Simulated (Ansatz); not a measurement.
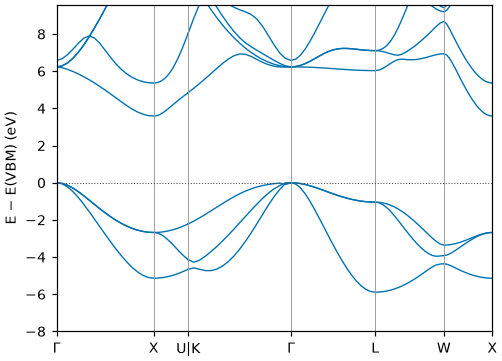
*Band structure from the program Ansatz at the r²SCAN level (PAW)*

Q: Read off the gap and where the band edges lie.

A: About 3.6 eV (3.59 eV by a search for the band edges); maximum at Γ, minimum at X.

The material is BeS (zinc blende, F-43m).

The cell was relaxed with r²SCAN under the symmetry of its start.

Potentials: the later of the program's two PAW sets.
